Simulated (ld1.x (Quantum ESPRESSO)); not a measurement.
**Pseudopotential generation for tin: PAW, PBEsol**

Do these settings give a usable potential? It is generated, then checked for transferability, scattering, ghosts and hardness.

Program: ld1.x (Quantum ESPRESSO) 7.5. Reference atom: PBEsol, scalar-relativistic, spherical and spin-unpolarised. All values are calculated.

## 1. The design

The settings as typed:

* element: tin (Sn, Z = 50)
* type: PAW
* frozen core: [Kr]
* valence charge: 14
* reference configuration: 4d10 5s2 5p2
* partial waves: 5s (bound): rcut 1.50, rcutus 2.00 bohr; 5s channel at 1.95 Ry: rcut 1.50, rcutus 2.00 bohr; 5p (bound): rcut 2.55, rcutus 3.05 bohr; 5p channel at 4.15 Ry: rcut 2.55, rcutus 3.05 bohr; 4d (bound): rcut 0.80, rcutus 1.00 bohr; 4d channel at 1.9 Ry: rcut 0.80, rcutus 1.00 bohr; 4f channel at 0.2 Ry: rcut 2.55, rcutus 3.10 bohr; 4f channel at 0.95 Ry: rcut 2.55, rcutus 3.10 bohr
* local potential: all-electron potential smoothed inside 1.40 bohr (lloc = -2)
* core correction: Bessel-smoothed model core inside 0.70 bohr
* augmentation charge: PSQ, radius 0.85 bohr

## 2. The generation run

File Sn.in:

```
 &input
   title='Sn', zed=50., rel=1, dft='PBESOL', iswitch=3,
   config='[Kr] 4d10 4f-2 5s2 5p2',
   nld=4, rlderiv=3.35, eminld=-4.0, emaxld=5.0, deld=0.02
 /
 &inputp
   pseudotype=3, lpaw=.true., tm=.true., lloc=-2, rcloc=1.40,
   nlcc=.true., new_core_ps=.true., rcore=0.70,
   which_augfun='PSQ', rmatch_augfun=0.85,
   file_pseudopw='Sn.UPF', file_wfcaegen='ae.wfc', file_wfcncgen='nc.wfc', file_beta='beta', file_chi='chi', file_wfcusgen='us.wfc'
 /
8
5S  1  0   2.00   0.00  1.50  2.00  0.0
5S  1  0   0.00   1.95  1.50  2.00  0.0
5P  2  1   2.00   0.00  2.55  3.05  0.0
5P  2  1   0.00   4.15  2.55  3.05  0.0
4D  3  2  10.00   0.00  0.80  1.00  0.0
4D  3  2   0.00   1.90  0.80  1.00  0.0
4F  4  3  -2.00   0.20  2.55  3.10  0.0
4F  4  3  -2.00   0.95  2.55  3.10  0.0
 &test
   configts(1)='4d10 5s2 5p2'
 /
```

On the command line:

```bash
$ ld1.x < Sn.in > Sn.out
```

What the program wrote to Sn.out (without the banner and most projector matrices):

```text
     Program LD1 v.7.5
     --------------------------- All-electron run ----------------------------

     Sn
     scalar relativistic calculation

     atomic number is 50.00
     dft =PBESOL   lsd =0 sic =0 latt =0  beta=0.20 tr2=1.0E-14
     Exchange-correlation= PBESOL
                           (   1   4  10   8   0   0   0)
     mesh =1243 r(mesh) = 100.78374 a.u. xmin = -7.00 dx = 0.01250
     1 Ry =  13.60569312 eV, c = 137.03599908

     n l     nl                  e(Ry)          e(Ha)          e(eV)
     1 0     1S 1( 2.00)     -2131.3869     -1065.6934    -28998.9959
     2 0     2S 1( 2.00)      -321.7812      -160.8906     -4378.0568
     2 1     2P 1( 6.00)      -288.9123      -144.4562     -3930.8524
     3 0     3S 1( 2.00)       -62.0766       -31.0383      -844.5950
     3 1     3P 1( 6.00)       -51.3374       -25.6687      -698.4806
     4 0     4S 1( 2.00)        -9.8300        -4.9150      -133.7441
     4 1     4P 1( 6.00)        -6.5828        -3.2914       -89.5638
     3 2     3D 1(10.00)       -34.7934       -17.3967      -473.3884
     4 2     4D 1(10.00)        -1.8957        -0.9478       -25.7922
     5 0     5S 1( 2.00)        -0.7787        -0.3894       -10.5950
     5 1     5P 1( 2.00)        -0.2726        -0.1363        -3.7085

     final scf error:  4.6E-15 reached in  32 iterations

     Etot =  -12348.908598 Ry,   -6174.454299 Ha, -168015.460795 eV

     Ekin =   12892.427417 Ry,    6446.213708 Ha,  175410.411044 eV
     Encl =  -29868.088921 Ry,  -14934.044460 Ha, -406376.052026 eV
     Eh   =    4950.728466 Ry,    2475.364233 Ha,   67358.092245 eV
     Exc  =    -323.975561 Ry,    -161.987780 Ha,   -4407.912059 eV

     normalization and overlap integrals

     s(1S/1S) =  1.000000  <r> =   0.0291  <r2> =    0.0011  r(max) =   0.0188
     s(2S/2S) =  1.000000  <r> =   0.1256  <r2> =    0.0186  r(max) =   0.1068
     s(2P/2P) =  1.000000  <r> =   0.1096  <r2> =    0.0147  r(max) =   0.0853
     s(3S/3S) =  1.000000  <r> =   0.3396  <r2> =    0.1318  r(max) =   0.3090
     s(3P/3P) =  1.000000  <r> =   0.3379  <r2> =    0.1325  r(max) =   0.3013
     s(4S/4S) =  1.000000  <r> =   0.8185  <r2> =    0.7584  r(max) =   0.7412
     s(4P/4P) =  1.000000  <r> =   0.8860  <r2> =    0.8974  r(max) =   0.7890
     s(3D/3D) =  1.000000  <r> =   0.3147  <r2> =    0.1176  r(max) =   0.2498
     s(4D/4D) =  1.000000  <r> =   1.1000  <r2> =    1.4412  r(max) =   0.8829
     s(5S/5S) =  1.000000  <r> =   2.3928  <r2> =    6.5456  r(max) =   2.0147
     s(5P/5P) =  1.000000  <r> =   3.2290  <r2> =   12.2211  r(max) =   2.5548

     ------------------------ End of All-electron run ------------------------

     --------------------- Generating PAW atomic setup --------------------

      Generating local potential from pseudized AE potential:
      Matching radius rcloc =   1.4000
      Enforcing V''(0)=0 (lloc=-2)

      Local pseudo, rcloc= 1.402 Estimated cut-off energy=    16.31 Ry

      Computing core charge for nlcc:

       r > 0.71 : true rho core
      Core charge pseudized with two Bessel functions
      Integrated core pseudo-charge :  12.19
      Wfc-us  5S rcutus= 1.990  Estimated cut-off energy=    11.17 Ry
      Wfc-us  5S rcutus= 1.990  Estimated cut-off energy=    16.01 Ry
      Wfc-us  5P rcutus= 3.043  Estimated cut-off energy=     8.33 Ry
      Wfc-us  5P rcutus= 3.043  Estimated cut-off energy=     9.18 Ry
      Wfc-us  4D rcutus= 0.988  Estimated cut-off energy=   115.26 Ry
      Wfc-us  4D rcutus= 0.988  Estimated cut-off energy=   124.97 Ry
      Wfc-us  4F rcutus= 3.120  Estimated cut-off energy=    14.46 Ry
      Wfc-us  4F rcutus= 3.120  Estimated cut-off energy=    15.26 Ry

     Required augmentation: PSQ   radius:    0.850000

     Q pseudized with Bessel functions
     Expected ecutrho=     696.8815 due to l1=  3   l2=  3

     Estimated PAW energy = -436.247423 Ryd

     The PAW screened D coefficients
     1.36759     1.52492     0.00000     0.00000     0.00000     0.00000
     0.00000     0.00000
     1.52492     1.72621     0.00000     0.00000     0.00000     0.00000
     0.00000     0.00000
     0.00000     0.00000     0.62285     0.75704     0.00000     0.00000
     0.00000     0.00000
     0.00000     0.00000     0.75704     1.09548     0.00000     0.00000
     0.00000     0.00000
     0.00000     0.00000     0.00000     0.00000    -4.43374    -3.44013
     0.00000     0.00000
     0.00000     0.00000     0.00000     0.00000    -3.44013    -2.70605
     0.00000     0.00000
     0.00000     0.00000     0.00000     0.00000     0.00000     0.00000
    -0.00613    -0.00626
     0.00000     0.00000     0.00000     0.00000     0.00000     0.00000
    -0.00626     0.00253

     The PAW descreened D coefficients (US)
     0.99387     1.00025     0.00000     0.00000     0.00000     0.00000
     0.00000     0.00000
     1.00025     1.03286     0.00000     0.00000     0.00000     0.00000
     0.00000     0.00000
     0.00000     0.00000     0.35383     0.25359     0.00000     0.00000
     0.00000     0.00000
     0.00000     0.00000     0.25359     0.10827     0.00000     0.00000
     0.00000     0.00000
     0.00000     0.00000     0.00000     0.00000    -4.48265    -3.45943
     0.00000     0.00000
     0.00000     0.00000     0.00000     0.00000    -3.45943    -2.70280
     0.00000     0.00000
     0.00000     0.00000     0.00000     0.00000     0.00000     0.00000
     0.25044    -0.10366
     0.00000     0.00000     0.00000     0.00000     0.00000     0.00000
    -0.10366     0.12664

     ------------------- End of pseudopotential generation -------------------

     [... the all-electron block is printed once more ...]


     Computing logarithmic derivative in   3.34259
     Computing logarithmic derivative in   3.34259
     Computing the partial wave expansion
     R is outside the sphere for l=    0 j= 0.00
     R is outside the sphere for l=    0 j= 0.00
     R is outside the sphere for l=    1 j= 0.00
     R is outside the sphere for l=    1 j= 0.00
     R is outside the sphere for l=    2 j= 0.00
     R is outside the sphere for l=    2 j= 0.00
     R is outside the sphere for l=    3 j= 0.00
     R is outside the sphere for l=    3 j= 0.00

     ---------------------- Testing the pseudopotential ----------------------

     Sn
     scalar relativistic calculation

     atomic number is 50.00   valence charge is 14.00
     dft = SLA  PW   PSX  PSC   lsd =0 sic =0 latt =0  beta=0.20 tr2=1.0E-14
     mesh =1243 r(mesh) = 100.78374 xmin = -7.00 dx = 0.01250

     n l     nl             e AE (Ry)        e PS (Ry)    De AE-PS (Ry)
     3 2     4D   1(10.00)       -1.89569       -1.89571        0.00002
     1 0     5S   1( 2.00)       -0.77871       -0.77872        0.00000
     2 1     5P   1( 2.00)       -0.27257       -0.27257        0.00000

     eps = 5.7E-15  iter =  4

     Etot =  -12348.908598 Ry,   -6174.454299 Ha, -168015.460795 eV
     Etotps =  -436.247550 Ry,    -218.123775 Ha,   -5935.450285 eV

     Ekin =     256.501050 Ry,     128.250525 Ha,    3489.874574 eV
     Encl =    -489.612074 Ry,    -244.806037 Ha,   -6661.511632 eV
     Ehrt =     120.838991 Ry,      60.419495 Ha,    1644.098224 eV
     Ecxc =    -323.975516 Ry,    -161.987758 Ha,   -4407.911451 eV
     (Ecc =     -25.776183 Ry,     -12.888091 Ha,    -350.702834 eV)

     ---------------------- End of pseudopotential test ----------------------
```

Run time: 2.3 s. Hardware: 1 thread of Neoverse-V1, shared host. (Generation and the later configuration tests together.)

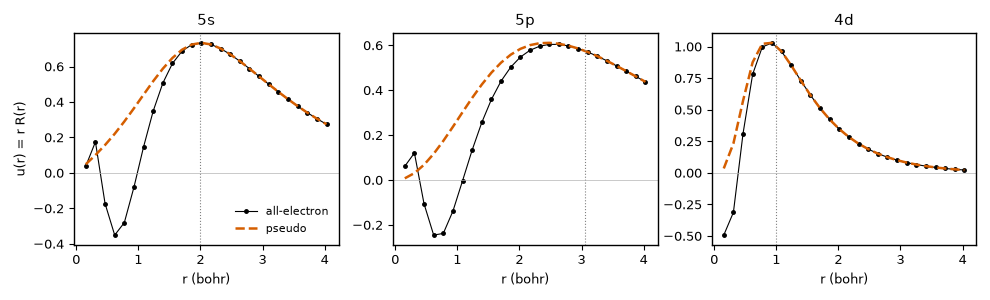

Bound waves of the atom and their pseudo partners (5s, 5p, 4d), with the matching radii dotted. The curves join 26 sampled radii, too few to resolve the innermost nodes.

## 3. Transferability test

File Sn.test.in:

```
 &input
   title='Sn', zed=50., rel=1, dft='PBESOL', iswitch=2,
   config='[Kr] 4d10 4f-2 5s2 5p2'
 /
 &test
   file_pseudo='Sn.UPF', nconf=8,
   configts(1)='4d10 5s2 5p2',
   configts(2)='4d10 5s2 5p1',
   configts(3)='4d10 5s2 5p0',
   configts(4)='4d10 5s1 5p0',
   configts(5)='4d10 5s0 5p0',
   configts(6)='4d10 5s2 5p1.5',
   configts(7)='4d10 5s0 5p4',
   configts(8)='4d10 5s1 5p2'
 /
```

On the command line:

```bash
$ ld1.x < Sn.test.in > Sn.test.out
```

Sn.test.out, the pseudopotential blocks:

```text
     ---------------------- Testing the pseudopotential ----------------------

     Sn
     scalar relativistic calculation

     atomic number is 50.00   valence charge is 14.00
     dft =SLA  PW   PSX  PSC   lsd =0 sic =0 latt =0  beta=0.20 tr2=1.0E-14
     mesh =1243 r(mesh) = 100.78374 xmin = -7.00 dx = 0.01250

     n l     nl             e AE (Ry)        e PS (Ry)    De AE-PS (Ry)
     3 2     4D   1(10.00)       -1.89569       -1.89571        0.00002
     1 0     5S   1( 2.00)       -0.77871       -0.77872        0.00000
     2 1     5P   1( 2.00)       -0.27257       -0.27257        0.00000

     eps = 5.6E-15  iter =  4

     Etot =  -12348.908598 Ry,   -6174.454299 Ha, -168015.460794 eV
     Etotps =  -436.247550 Ry,    -218.123775 Ha,   -5935.450285 eV

     Ekin =     256.501050 Ry,     128.250525 Ha,    3489.874573 eV
     Encl =    -489.612074 Ry,    -244.806037 Ha,   -6661.511632 eV
     Ehrt =     120.838991 Ry,      60.419495 Ha,    1644.098224 eV
     Ecxc =    -323.975516 Ry,    -161.987758 Ha,   -4407.911451 eV
     (Ecc =     -25.776183 Ry,     -12.888091 Ha,    -350.702834 eV)

     ---------------------- End of pseudopotential test ----------------------

     ---------------------- Testing the pseudopotential ----------------------

     Sn
     [...]
     n l     nl             e AE (Ry)        e PS (Ry)    De AE-PS (Ry)
     3 2     4D   1(10.00)       -2.48306       -2.48297       -0.00009
     1 0     5S   1( 2.00)       -1.31446       -1.31430       -0.00016
     2 1     5P   1( 1.00)       -0.75583       -0.75575       -0.00009

     eps = 7.8E-15  iter = 11

     Etot =  -12348.401615 Ry,   -6174.200807 Ha, -168008.562931 eV
     Etotps =  -435.740519 Ry,    -217.870259 Ha,   -5928.551777 eV
     dEtot_ae =       0.506984 Ry
     dEtot_ps =       0.507031 Ry,   Delta E=      -0.000047 Ry

     [...]
     ---------------------- End of pseudopotential test ----------------------

     ---------------------- Testing the pseudopotential ----------------------

     Sn
     [...]
     n l     nl             e AE (Ry)        e PS (Ry)    De AE-PS (Ry)
     3 2     4D   1(10.00)       -3.17543       -3.17596        0.00053
     1 0     5S   1( 2.00)       -1.92269       -1.92283        0.00014
     2 1     5P   1( 0.00)       -1.30750       -1.30794        0.00044

     eps = 2.9E-15  iter = 13

     Etot =  -12347.374720 Ry,   -6173.687360 Ha, -167994.591314 eV
     Etotps =  -434.713279 Ry,    -217.356639 Ha,   -5914.575465 eV
     dEtot_ae =       1.533878 Ry
     dEtot_ps =       1.534271 Ry,   Delta E=      -0.000392 Ry

     [...]
     ---------------------- End of pseudopotential test ----------------------

     ---------------------- Testing the pseudopotential ----------------------

     Sn
     [...]
     n l     nl             e AE (Ry)        e PS (Ry)    De AE-PS (Ry)
     3 2     4D   1(10.00)       -4.04674       -4.04977        0.00303
     1 0     5S   1( 1.00)       -2.64305       -2.64383        0.00078
     2 1     5P   1( 0.00)       -1.96311       -1.96460        0.00149

     eps = 2.0E-15  iter = 12

     Etot =  -12345.095215 Ry,   -6172.547608 Ha, -167963.577076 eV
     Etotps =  -432.432939 Ry,    -216.216469 Ha,   -5883.549863 eV
     dEtot_ae =       3.813383 Ry
     dEtot_ps =       3.814611 Ry,   Delta E=      -0.001228 Ry

     [...]
     ---------------------- End of pseudopotential test ----------------------

     ---------------------- Testing the pseudopotential ----------------------

     Sn
     [...]
     n l     nl             e AE (Ry)        e PS (Ry)    De AE-PS (Ry)
     3 2     4D   1(10.00)       -4.97279       -4.98045        0.00766  !
     1 0     5S   1( 0.00)       -3.39630       -3.39865        0.00235
     2 1     5P   1( 0.00)       -2.65296       -2.65640        0.00343

     eps = 3.5E-18  iter =  7

     Etot =  -12342.078515 Ry,   -6171.039257 Ha, -167922.532771 eV
     Etotps =  -429.414206 Ry,    -214.707103 Ha,   -5842.477913 eV
     dEtot_ae =       6.830084 Ry
     dEtot_ps =       6.833343 Ry,   Delta E=      -0.003260 Ry

     [...]
     ---------------------- End of pseudopotential test ----------------------

     ---------------------- Testing the pseudopotential ----------------------

     Sn
     [...]
     n l     nl             e AE (Ry)        e PS (Ry)    De AE-PS (Ry)
     3 2     4D   1(10.00)       -2.17383       -2.17375       -0.00008
     1 0     5S   1( 2.00)       -1.03521       -1.03511       -0.00010
     2 1     5P   1( 1.50)       -0.50357       -0.50349       -0.00007

     eps = 1.5E-15  iter = 10

     Etot =  -12348.715617 Ry,   -6174.357808 Ha, -168012.835147 eV
     Etotps =  -436.054544 Ry,    -218.027272 Ha,   -5932.824308 eV
     dEtot_ae =       0.192982 Ry
     dEtot_ps =       0.193006 Ry,   Delta E=      -0.000024 Ry

     [...]
     ---------------------- End of pseudopotential test ----------------------

     ---------------------- Testing the pseudopotential ----------------------

     Sn
     [...]
     n l     nl             e AE (Ry)        e PS (Ry)    De AE-PS (Ry)
     3 2     4D   1(10.00)       -2.10601       -2.10684        0.00083
     1 0     5S   1( 0.00)       -0.90030       -0.90020       -0.00010
     2 1     5P   1( 4.00)       -0.36025       -0.36012       -0.00013

     eps = 8.5E-15  iter = 10

     Etot =  -12347.861455 Ry,   -6173.930728 Ha, -168001.213682 eV
     Etotps =  -435.200283 Ry,    -217.600142 Ha,   -5921.201503 eV
     dEtot_ae =       1.047143 Ry
     dEtot_ps =       1.047266 Ry,   Delta E=      -0.000123 Ry

     [...]
     ---------------------- End of pseudopotential test ----------------------

     ---------------------- Testing the pseudopotential ----------------------

     Sn
     [...]
     n l     nl             e AE (Ry)        e PS (Ry)    De AE-PS (Ry)
     3 2     4D   1(10.00)       -2.59142       -2.59183        0.00041
     1 0     5S   1( 1.00)       -1.37992       -1.37964       -0.00028
     2 1     5P   1( 2.00)       -0.80856       -0.80836       -0.00021

     eps = 9.1E-15  iter = 12

     Etot =  -12347.836621 Ry,   -6173.918311 Ha, -168000.875800 eV
     Etotps =  -435.175550 Ry,    -217.587775 Ha,   -5920.864988 eV
     dEtot_ae =       1.071977 Ry
     dEtot_ps =       1.072000 Ry,   Delta E=      -0.000022 Ry

     [...]
     ---------------------- End of pseudopotential test ----------------------
```

Excitation and ionisation energies from 4d10 5s2 5p2, with the error of the potential.

| valence configuration | charge | ΔE all-electron (eV) | error AE − PS (meV) |
| --- | --- | --- | --- |
| 4d10 5s2 5p1 | +1 | 6.898 | -0.6 |
| 4d10 5s2 5p0 | +2 | 20.869 | -5.3 |
| 4d10 5s1 5p0 | +3 | 51.884 | -17 |
| 4d10 5s0 5p0 | +4 | 92.928 | -44 |
| 4d10 5s2 5p1.5 | +0.5 | 2.626 | -0.3 |
| 4d10 5s0 5p4 | 0 | 14.247 | -1.7 |
| 4d10 5s1 5p2 | +1 | 14.585 | -0.3 |

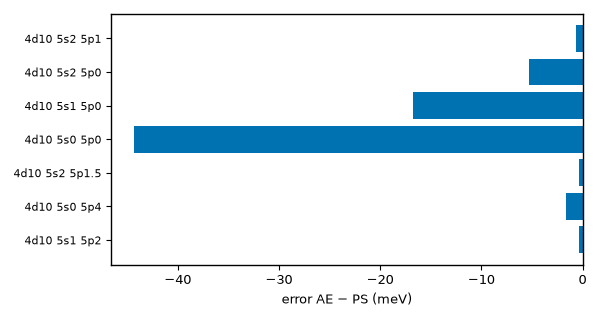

Error of the potential in each test configuration.

## 4. Logarithmic derivatives

Taken from the files of the generation run. The phase is arctan(r·u′/u) with u = r·R, unwrapped, with energies in Ry. A pole is an energy at which the radial function vanishes at the test radius. The pseudo phase is shifted by a multiple of π to meet the all-electron one at the reference energy. Levels narrower than the energy grid can be missing from the poles. The last column is the largest difference on the grid between −1 and +1 Ry.

| channel | radius (bohr) | reference (Ry) | poles AE | poles PS | window around the reference with phases within 0.05 rad (Ry) | largest difference near zero (rad) |
| --- | --- | --- | --- | --- | --- | --- |
| s | 3.34 | -0.78 | -0.38, 4.18 | -0.38, 2.53, 4.19 | below 2.5 | 0.000 |
| p | 3.34 | -0.27 | 0.50 | 0.49 | below 2.2 | 0.004 |
| d | 3.34 | -1.90 | -1.88, 2.05 | -1.88, 2.05 | the whole range | 0.000 |
| f | 3.34 | 0.20 | 2.08, 4.75 | 1.88, 2.51 | below 1.8 | 0.000 |

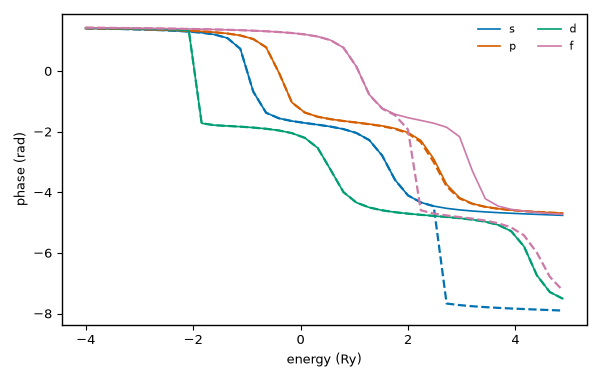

All-electron (solid) and pseudo (dashed) phases against energy.

## 5. Cutoff and ghost test in a Bessel basis

A separate test, outside the generator: the pseudo-atom's Hamiltonian at the reference potential is diagonalised in spherical Bessel functions j_l(qr) that vanish at 20 bohr, with q² up to the cutoff.

All-electron valence levels (Ry): 5s -0.7787, 5p -0.2726, 4d -1.8957. The lowest levels of each channel (Ry) by cutoff; the last column sums, over occupied levels, occupation times the distance from the level at 400 Ry. A positive value at high cutoff is not a bound level.

```csv
cutoff (Ry),s #1,p #1,d #1,f #1,Σ f·Δε (mRy)
8,-0.7758,-0.2725,-0.0232,0.1056,18732.6
18,-0.7786,-0.2726,-0.5253,0.1056,13705.0
30,-0.7787,-0.2726,-1.0720,0.1056,8238.5
50,-0.7787,-0.2726,-1.6783,0.1056,2175.1
70,-0.7787,-0.2726,-1.8486,0.1056,472.2
110,-0.7787,-0.2726,-1.8947,0.1056,10.9
120,-0.7787,-0.2726,-1.8951,0.1056,6.9
160,-0.7787,-0.2726,-1.8954,0.1056,4.3
200,-0.7787,-0.2726,-1.8957,0.1056,1.0
260,-0.7787,-0.2726,-1.8958,0.1056,0.6
400,-0.7787,-0.2726,-1.8958,0.1056,0.0
```

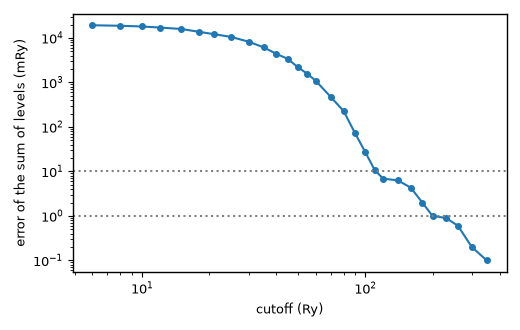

Occupation-weighted error of the valence levels against the cutoff; the dotted lines mark 10 and 1 mRy.

The sum stays within 10 mRy from 120 Ry and within 1 mRy from 200 Ry. The sum leaves out empty levels, which can need more. Ghost test: no level below the all-electron spectrum of its channel (s, p, d, f tested).

## 6. Outcome

```
                                                quantity                      value
               cutoffs for 10 and 1 mRy, occupied levels          120 Ry and 200 Ry
                                            bound ghosts                 none found
                            largest test error (AE − PS)  -44 meV, for 4d10 5s0 5p0
largest phase difference near zero energy, channels read                  0.004 rad
         lowest eigenvalue of the overlap (Bessel basis)                  0.380 (p)
               density cutoff estimated by the generator                     697 Ry
```

In words: By total energies transferability is fair: the largest error is 44 meV on 92.9 eV, for 4d10 5s0 5p0. That test lies far up in energy; among those under 40 eV, nearer to bonding, the largest error is 5.3 meV. The potential is hard: the looser tolerance needs 120 Ry. The slowest occupied level is 4d: taken alone it needs 120 Ry to come within 1 mRy, against 10 Ry for 5s. It is free of bound ghosts as far as tested. Near zero energy the phases of the channels with partial waves agree within 0.004 rad. These are tests on the free atom; a crystal test is still owed.
